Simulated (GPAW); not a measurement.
# Work function of Mg/Mo(110) at several levels, part 2 of 2

Wanted: work functions and dipole of Mg/Mo(110), with the cost of each level.

GPAW 26.7.0; GPAW, PAW setups; slab in vacuum, relaxation (the session's first sound run).

So far, upper work function (eV): step 2 (relaxing the atoms, PBE, GPAW) 4.03; step 3 (plane waves, PBE) 4.03; step 4 (OptPBE vdW: xc = "optPBE-vdW", GPAW, PAW setups, GPAW) 4.14.

### Step 5. Self-consistent run: xc = "vdW-DF2"

The same geometry under vdW-DF2, to see how far the functional moves the levels against the vacuum (the van der Waals functionals take revPBE setups).

run.py reads:

```python
import json
import numpy as np
from ase import Atoms
from gpaw import GPAW, PW

slab = Atoms(
    ['Mo', 'Mo', 'Mo', 'Mo', 'Mg'],
    positions=[
        [0.00000, 0.00000, 8.00000],
        [2.22739, -0.00000, 10.22739],
        [0.00575, 0.00000, 12.46680],
        [2.23411, 0.00000, 14.66425],
        [4.46209, -0.00000, 17.09317]],
    cell=[[2.22739, -1.575, 0.0], [2.22739, 1.575, 0.0], [0.0, 0.0, 25.38409]],
    pbc=[True, True, False])

slab.calc = GPAW(mode=PW(400), xc='vdW-DF2', kpts={'size': (12, 12, 1), 'gamma': True},
                 occupations={'name': 'fermi-dirac', 'width': 0.1}, nbands='200%',
                 convergence={'density': 1e-05}, maxiter=200,
                 poissonsolver={'dipolelayer': 'xy'},
                 symmetry={'tolerance': 1e-3}, txt='slab.txt')
result = {}
energy = slab.get_potential_energy()
fermi = slab.calc.get_fermi_level()
v = slab.calc.get_electrostatic_potential().mean((0, 1)) - fermi
n = slab.calc.get_pseudo_density().mean((0, 1))
L = slab.cell[2, 2]
z = np.arange(len(v)) * L / len(v)
low, high = slab.positions[:, 2].min(), slab.positions[:, 2].max()
below, above = np.interp([low - 5.8, high + 5.8], z, v)
slopes = [np.interp(x, z, np.gradient(v, z)) for x in (low - 5.8, high + 5.8)]
eps = np.array([[slab.calc.get_eigenvalues(k, s) for k in range(len(slab.calc.get_ibz_k_points()))]
                for s in range(slab.calc.get_number_of_spins())]) - fermi
top, bottom = eps[eps < 0].max(), eps[eps > 0].min()
dipole = slab.get_dipole_moment()[2]
print(f'energy {energy:.4f} eV, Fermi level {fermi:.4f} eV, dipole {dipole:.5f} e A')
print(f'potential 5.8 A off the faces, from the Fermi level: lower {below:.4f} eV, upper {above:.4f} eV')
print(f'slope of the potential there: lower {slopes[0]:.5f}, upper {slopes[1]:.5f} eV/A')
print(f'nearest levels on the mesh: {top:.4f} and {bottom:.4f} eV')
print('magnetic moment', round(slab.get_magnetic_moment(), 3))
result.update(energy=energy, fermi=fermi, dipole=dipole, below=below, above=above, slopes=slopes, edges=[top, bottom],
              z=z.tolist(), v=v.tolist(), n=n.tolist(), positions=slab.positions.tolist(),
              forces=slab.get_forces(apply_constraint=False).tolist(), moments=slab.get_magnetic_moments().tolist())
json.dump(result, open('result.json', 'w'))
```

Started as:

```console
$ OMP_NUM_THREADS=1 OPENBLAS_NUM_THREADS=1 python run.py
```

The log of the run:

```text
energy -391.0147 eV, Fermi level 2.9037 eV, dipole 0.03045 e A
potential 5.8 A off the faces, from the Fermi level: lower 4.9308 eV, upper 4.1475 eV
slope of the potential there: lower -0.00031, upper 0.00056 eV/A
nearest levels on the mesh: -0.0041 and 0.0140 eV
magnetic moment 0.0
```

The job ended after 14 min (1 thread of Arm Neoverse V1, shared host; peak memory 0.47 GiB).

Numbers from this step:

```yaml
dipole_along_the_normal: 0.03045 e·Å
levels_nearest_the_fermi_level_on_the_mesh: -0.004081, 0.01395 eV from the Fermi level
upper_work_function: 4.147 eV
lower_work_function: 4.931 eV
```

The upper face's work function is 4.147 eV, against 4.034 eV in the first plane-wave PBE run at this geometry.

### Step 6. Self-consistent run: xc = "LDA"

The same geometry under LDA, to see how far the functional moves the levels against the vacuum.

Edit run.py of step 5 so:

```diff
@@ -16,3 +16,3 @@
 
-slab.calc = GPAW(mode=PW(400), xc='vdW-DF2', kpts={'size': (12, 12, 1), 'gamma': True},
+slab.calc = GPAW(mode=PW(400), xc='LDA', kpts={'size': (12, 12, 1), 'gamma': True},
                  occupations={'name': 'fermi-dirac', 'width': 0.1}, nbands='200%',
```

The log of the run:

```text
energy -49.5032 eV, Fermi level 2.6982 eV, dipole 0.03048 e A
potential 5.8 A off the faces, from the Fermi level: lower 4.9506 eV, upper 4.1665 eV
slope of the potential there: lower -0.00022, upper 0.00027 eV/A
nearest levels on the mesh: -0.0011 and 0.0005 eV
magnetic moment 0.0
```

The job ended after 5.8 min (1 thread; peak memory 0.34 GiB).

This step gave:

```yaml
dipole_along_the_normal: 0.03048 e·Å
levels_nearest_the_fermi_level_on_the_mesh: -0.001147, 5.45e-4 eV from the Fermi level
upper_work_function: 4.167 eV
lower_work_function: 4.951 eV
```

The electrostatic potential energy of an electron (without an applied field's), less the Fermi level, planar mean oscillates, so the rows of the table below give means over windows of 2.22 Å about each position, cut where the curve ends. Its maxima inside the range that stand out by 2 % of the span (Å: eV): 9.1: -1.79, 11.3: -1.86, 13.5: -2.03, 16.0: 0.278. Its minima: 8.0: -27.8, 10.3: -28.3, 12.5: -28.3, 14.7: -27.8, 17.1: -12.7.

The electrostatic potential energy of an electron (without an applied field's), less the Fermi level, planar mean by z; means over each step:

```csv
z (Å),"electrostatic potential energy of an electron (without an applied field's), less the Fermi level, planar mean (eV)"
1.11,4.92
3.33,4.95
5.55,4.44
7.77,-12.5
9.99,-13.3
12.21,-13.3
14.43,-13.1
16.65,-5.48
18.87,2.35
21.09,4.15
23.31,4.17
```

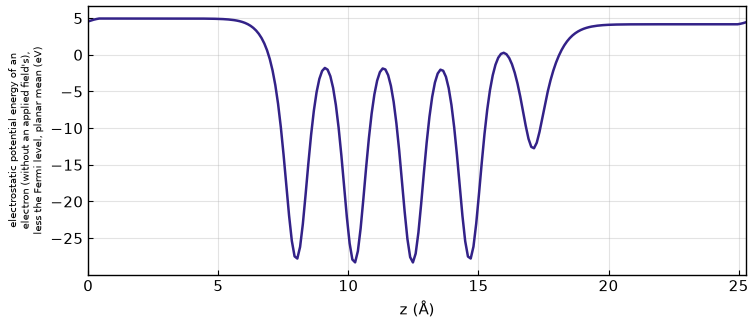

Electrostatic potential energy of an electron (without an applied field's), less the Fermi level, planar mean against z.

The upper face's work function is 4.167 eV, against 4.034 eV in the first plane-wave PBE run at this geometry.

### Step 7. Self-consistent run: xc = "revPBE"

The same geometry under revPBE, to see how far the functional moves the levels against the vacuum.

Edit run.py of step 6 so:

```diff
@@ -16,3 +16,3 @@
 
-slab.calc = GPAW(mode=PW(400), xc='LDA', kpts={'size': (12, 12, 1), 'gamma': True},
+slab.calc = GPAW(mode=PW(400), xc='revPBE', kpts={'size': (12, 12, 1), 'gamma': True},
                  occupations={'name': 'fermi-dirac', 'width': 0.1}, nbands='200%',
```

The log of the run:

```text
energy -42.6025 eV, Fermi level 3.0053 eV, dipole 0.02170 e A
potential 5.8 A off the faces, from the Fermi level: lower 4.5283 eV, upper 3.9706 eV
slope of the potential there: lower -0.00026, upper 0.00031 eV/A
nearest levels on the mesh: -0.0153 and 0.0041 eV
magnetic moment 0.0
```

It took 5.4 min on 1 thread; peak memory 0.34 GiB.

This step gave:

```
dipole along the normal                    : 0.02170 e·Å
levels nearest the Fermi level on the mesh : -0.01529, 0.004136 eV from the Fermi level
upper work function                        : 3.971 eV
lower work function                        : 4.528 eV
```

The upper face's work function is 3.971 eV, against 4.034 eV in the first plane-wave PBE run at this geometry.

### Step 8. Self-consistent run: xc = "RPBE"

The same geometry under RPBE, to see how far the functional moves the levels against the vacuum.

Edit run.py of step 7 so:

```diff
@@ -16,3 +16,3 @@
 
-slab.calc = GPAW(mode=PW(400), xc='revPBE', kpts={'size': (12, 12, 1), 'gamma': True},
+slab.calc = GPAW(mode=PW(400), xc='RPBE', kpts={'size': (12, 12, 1), 'gamma': True},
                  occupations={'name': 'fermi-dirac', 'width': 0.1}, nbands='200%',
```

The log of the run:

```text
energy -42.1169 eV, Fermi level 3.0216 eV, dipole 0.02096 e A
potential 5.8 A off the faces, from the Fermi level: lower 4.5077 eV, upper 3.9692 eV
slope of the potential there: lower -0.00026, upper 0.00032 eV/A
nearest levels on the mesh: -0.0159 and 0.0044 eV
magnetic moment 0.0
```

It took 5.6 min on 1 thread; peak memory 0.34 GiB.

This step gave:

```yaml
dipole_along_the_normal: 0.02096 e·Å
levels_nearest_the_fermi_level_on_the_mesh: -0.01594, 0.004407 eV from the Fermi level
upper_work_function: 3.969 eV
lower_work_function: 4.508 eV
```

The upper face's work function is 3.969 eV, against 4.034 eV in the first plane-wave PBE run at this geometry.

### Step 9. Real-space grid: mode = "fd"

A real-space grid is a second complete basis, so it checks the plane-wave result.

Edit run.py of step 8 so:

```diff
@@ -3,3 +3,3 @@
 from ase import Atoms
-from gpaw import GPAW, PW
+from gpaw import GPAW
 
@@ -16,3 +16,3 @@
 
-slab.calc = GPAW(mode=PW(400), xc='RPBE', kpts={'size': (12, 12, 1), 'gamma': True},
+slab.calc = GPAW(mode='fd', h=0.18, xc='PBE', kpts={'size': (12, 12, 1), 'gamma': True},
                  occupations={'name': 'fermi-dirac', 'width': 0.1}, nbands='200%',
```

The log of the run:

```text
energy -44.7113 eV, Fermi level -4.3446 eV, dipole 0.02405 e A
potential 5.8 A off the faces, from the Fermi level: lower 4.6548 eV, upper 4.0344 eV
slope of the potential there: lower -0.00013, upper 0.00019 eV/A
nearest levels on the mesh: -0.0130 and 0.0040 eV
magnetic moment 0.0
```

The job ended after 33 min (1 thread; peak memory 2.2 GiB).

This step gave:

```yaml
dipole_along_the_normal: 0.02405 e·Å
levels_nearest_the_fermi_level_on_the_mesh: -0.01303, 0.003960 eV from the Fermi level
upper_work_function: 4.034 eV
lower_work_function: 4.655 eV
```

The upper face's work function is 4.034 eV, against 4.034 eV in the first plane-wave PBE run at this geometry.

### Step 10. The ladder

Times are for 1 thread of Arm Neoverse V1, shared host. The series side by side:

```csv
no.,run,upper work function (eV),lower work function (eV),time,memory (GiB)
1,pw,4.034,4.655,5.5 min,0.34
2,optPBE vdW,4.137,4.832,6 min,0.47
3,vdW DF2,4.147,4.931,14 min,0.47
4,LDA,4.167,4.951,5.8 min,0.34
5,revPBE,3.971,4.528,5.4 min,0.34
6,RPBE,3.969,4.508,5.6 min,0.34
7,fd,4.034,4.655,33 min,2.2
```

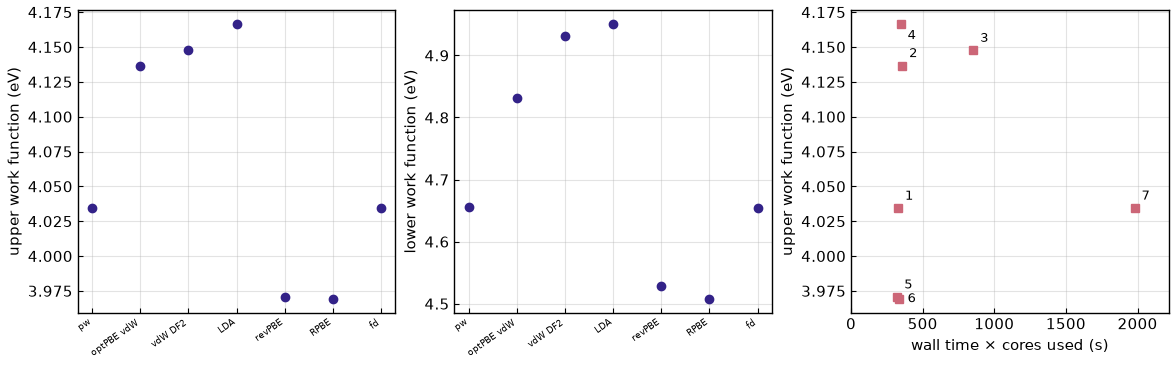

The series as plots; the last panel sets the first result against cost, with the runs numbered as in the table.

### Step 11. Atomic orbitals

Atom-centred orbitals end a few angstrom from the surface, which tests how much the density's tail matters.

Edit run.py of step 9 so:

```diff
@@ -16,4 +16,4 @@
 
-slab.calc = GPAW(mode='fd', h=0.18, xc='PBE', kpts={'size': (12, 12, 1), 'gamma': True},
-                 occupations={'name': 'fermi-dirac', 'width': 0.1}, nbands='200%',
+slab.calc = GPAW(mode='lcao', basis='dzp', h=0.18, xc='PBE', kpts={'size': (12, 12, 1), 'gamma': True},
+                 occupations={'name': 'fermi-dirac', 'width': 0.1}, nbands='120%',
                  convergence={'density': 1e-05}, maxiter=200,
```

The log of the run:

```text

```

The job ended after 64 min (1 thread; peak memory 0.49 GiB).

The run was cut off at its time limit.

### Step 12. Side by side

Results and costs are gathered.

This step: comparison of work functions, dipole and cost (GPAW 26.7.0).

Ladder, by row:

```csv
step,code,"work function, upper (eV)","work function, lower (eV)",dipole (e Å),wall time (s),peak memory (GiB),threads
pw,GPAW,4.034,4.655,0.02416,328.4,0.34,1
optPBE-vdW,GPAW,4.137,4.832,0.02704,357.2,0.47,1
vdW-DF2,GPAW,4.147,4.931,0.03045,853,0.47,1
LDA,GPAW,4.167,4.951,0.03048,346.6,0.34,1
revPBE,GPAW,3.971,4.528,0.0217,323,0.34,1
RPBE,GPAW,3.969,4.508,0.02096,336.6,0.34,1
fd,GPAW,4.034,4.655,0.02405,1979,2.17,1
```

### Step 13. A changed run

One more run, with changed settings.

This step: GPAW, PAW setups; slab in vacuum (GPAW 26.7.0).

Edit run.py of step 11 so:

```diff
@@ -3,3 +3,3 @@
 from ase import Atoms
-from gpaw import GPAW
+from gpaw import GPAW, PW
 
@@ -16,5 +16,5 @@
 
-slab.calc = GPAW(mode='lcao', basis='dzp', h=0.18, xc='PBE', kpts={'size': (12, 12, 1), 'gamma': True},
-                 occupations={'name': 'fermi-dirac', 'width': 0.1}, nbands='120%',
-                 convergence={'density': 1e-05}, maxiter=200,
+slab.calc = GPAW(mode=PW(400), xc='PBE', kpts={'size': (12, 12, 1), 'gamma': True},
+                 occupations={'name': 'fermi-dirac', 'width': 2.0}, nbands='200%',
+                 convergence={'density': 1e-05}, maxiter=50,
                  poissonsolver={'dipolelayer': 'xy'},
```

The log of the run:

```text
gpaw.KohnShamConvergenceError
```

The job ended after 13 min (1 thread; peak memory 0.34 GiB).

No converged result was reached; the numbers in the log don't describe the system.

The fault put into the input: a smearing of electronvolts, under a cap of 50 iterations, which ended the run (width = 2.0).

### Step 14. What came out

```
work function, upper and lower face : 4.034 and 4.655 eV
dipole along the normal             : 0.0242 e Å
```

In words: With plane waves and PBE the work function is 4.03 eV on the upper face and 4.66 eV on the lower. The two faces differ by 0.62 eV, the step that the slab's dipole makes (e p/(ε0 A) gives 0.62 eV), so the dipole layer is needed. Over the sound runs of the table the upper face's work function spans 3.969 (RPBE) to 4.167 eV (LDA). The cell of 7.02 Å² holds one Mg, started on one chosen site; other sites and coverages weren't tried. The in-plane lattice was kept as typed, which isn't the functional's own and leaves some strain; spin-orbit coupling and temperature are left out.

[Logs are printed without paths, hosts, clocks, repeated set-up lines and the standing remarks that a program may print on its own settings, such as how far it seeks lower states.]

[Hosts, paths, dates, database ids (printed as entryN), source tags and the programs' standing remarks are cut or masked in the printed files.]
